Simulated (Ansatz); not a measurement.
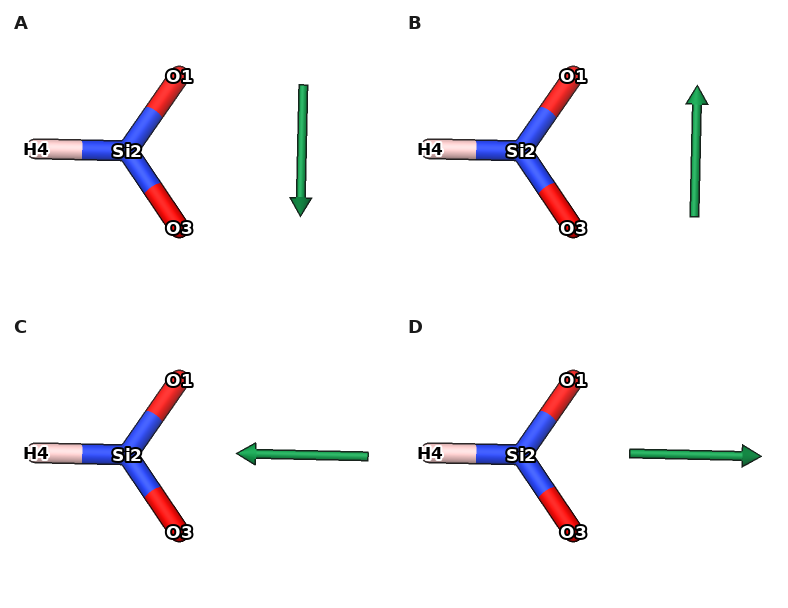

The same molecule four times, each with an arrow. The species is neutral and a spin doublet. The geometry was computed by an optimisation with PBE0-D4/def2-TZVP. No frequency run is at hand to confirm it as a minimum. Method: UKS PBE0-D4/def2-TZVP (Ansatz 0.2.0).

### Which arrow points along the dipole moment, from the negative to the positive end?

C. The dipole moment is 3.29 D; it points from the side of O1, O3 to the side of H4 (the outermost atoms at the two ends).
